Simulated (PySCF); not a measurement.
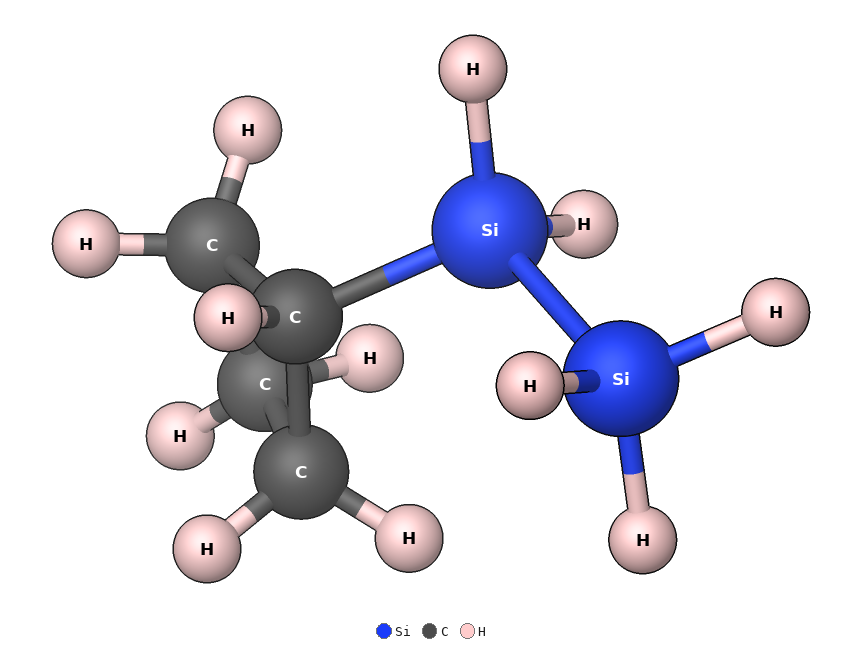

The picture shows a molecular structure as a ball-and-stick model. Every bond is drawn as one stick, whatever its order.

Question: Give the formula.

Answer: C4H12Si2, 18 atoms: 4 carbon, 12 hydrogen and 2 silicon.

Question: Write the SMILES.

Answer: [SiH3][SiH2]C1CCC1

Question: Count the bonded pairs by element.

Answer: 7 C–H, 5 Si–H, 4 C–C, 1 Si–Si, 1 C–Si.

Question: Give the symmetry (Schoenflies symbol).

Answer: C1.

More results for the same structure follow; atom numbers are the same in all pictures, views and colours differ. The geometry was computed by an optimisation with PBE0-D3(BJ)/def2-SVP. No frequency run is at hand to confirm it as a minimum.

## Geometry

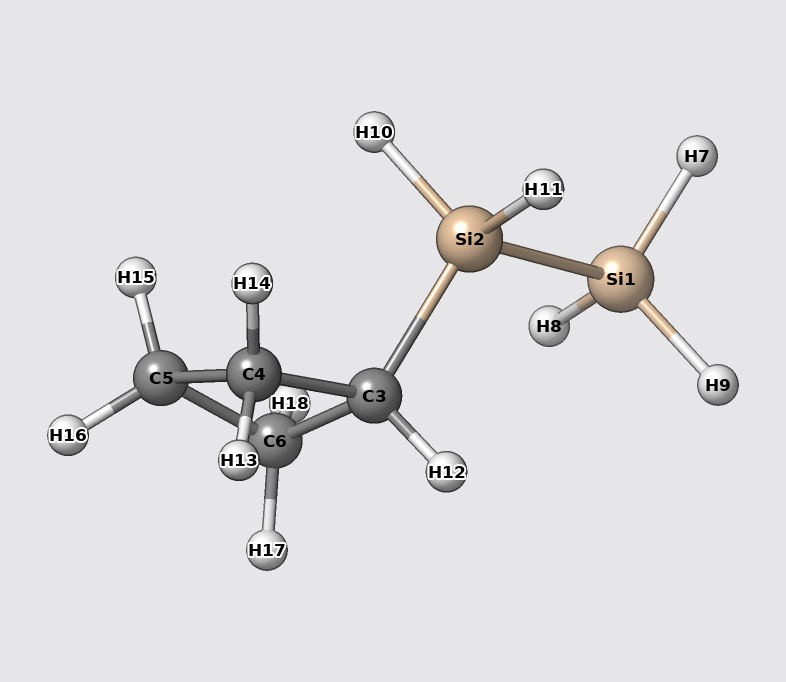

Numbered structure. No frequency run is at hand to confirm it as a minimum.

List the bonds and their lengths. Leave out bonds to hydrogen.

```
   bond  length (Å)   order
Si1–Si2       2.345  single
 Si2–C3       1.889  single
  C3–C4       1.552  single
  C3–C6       1.552  single
  C4–C5       1.540  single
  C5–C6       1.540  single
```

## NMR shielding

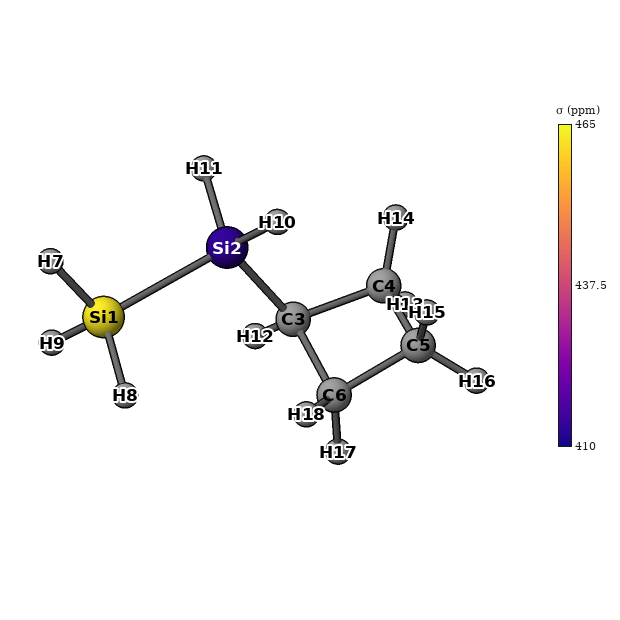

Atoms are coloured by their isotropic NMR shieldings (Si only, the others grey). No frequency run is at hand to confirm it as a minimum. Properties computed with GIAO PBE0/pcSseg-1 NMR shielding, non-relativistic, IEF-PCM cyclohexane (PySCF 2.14.0).

Give the isotropic NMR shieldings of the Si atoms atom by atom.

```csv
atom,σ (ppm)
Si1,462.5
Si2,413.8
```

## Charges

The questions are on Mulliken charges. No frequency run is at hand to confirm it as a minimum. Properties computed with PBE0/pcSseg-1 in cyclohexane (IEF-PCM) (PySCF 2.14.0).

Question: Which atom carries the highest charge (most positive or least negative)?

Answer: Si2 (0.32 e).

Question: And the lowest?

Answer: C3 (−0.54 e).

Give the Mulliken charges atom by atom.

```json
{"atom": "Si1", "value (e)": "0.20"}
{"atom": "Si2", "value (e)": "0.32"}
{"atom": "C3", "value (e)": "−0.54"}
{"atom": "C4", "value (e)": "−0.18"}
{"atom": "C5", "value (e)": "−0.23"}
{"atom": "C6", "value (e)": "−0.19"}
{"atom": "H7", "value (e)": "−0.06"}
{"atom": "H8", "value (e)": "−0.07"}
{"atom": "H9", "value (e)": "−0.07"}
{"atom": "H10", "value (e)": "−0.06"}
{"atom": "H11", "value (e)": "−0.05"}
{"atom": "H12", "value (e)": "0.16"}
{"atom": "H13", "value (e)": "0.12"}
{"atom": "H14", "value (e)": "0.13"}
{"atom": "H15", "value (e)": "0.13"}
{"atom": "H16", "value (e)": "0.13"}
{"atom": "H17", "value (e)": "0.13"}
{"atom": "H18", "value (e)": "0.13"}
```

## Ring current

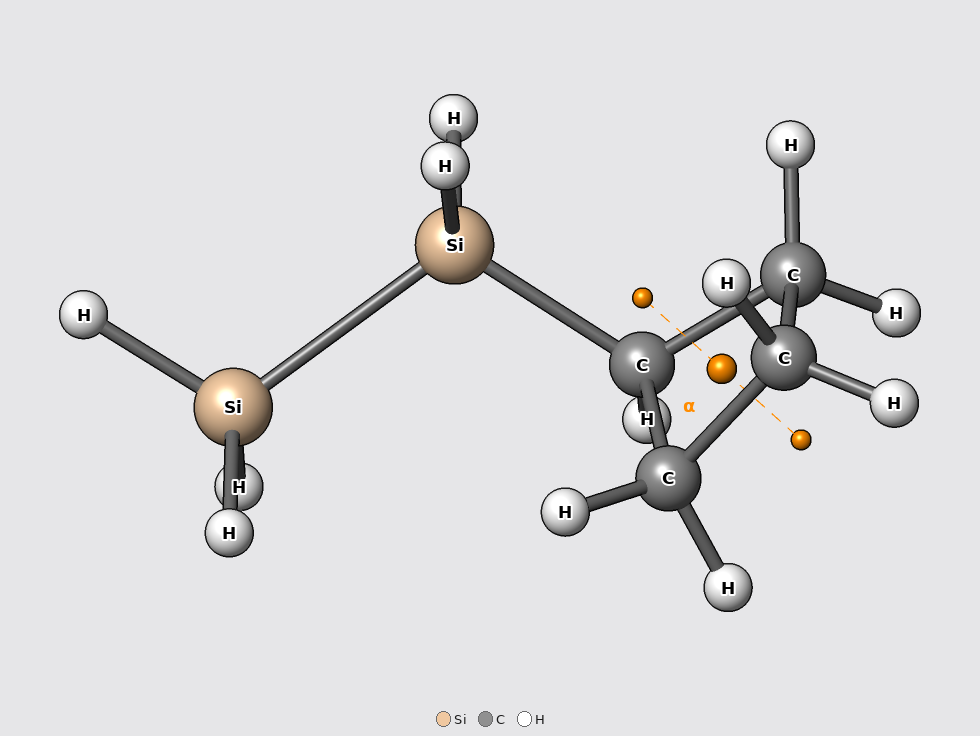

The small points mark where nucleus-independent chemical shifts (NICS) were computed: at the centre of each lettered ring and 1 Å above and below it. No frequency run is at hand to confirm it as a minimum. Properties computed with GIAO PBE0/pcSseg-1 NMR shielding, non-relativistic, IEF-PCM cyclohexane (PySCF 2.14.0).

Give NICS(0), NICS(1) and the out-of-plane component NICS(1)zz for each ring (means of the two sides).

```tsv
ring	members	NICS(0)	NICS(1)	NICS(1)zz
α	C4	−0.5	−0.4	3.6
```

Values in ppm.

Mulliken values depend strongly on the basis set and can even reverse the polarity of a bond.
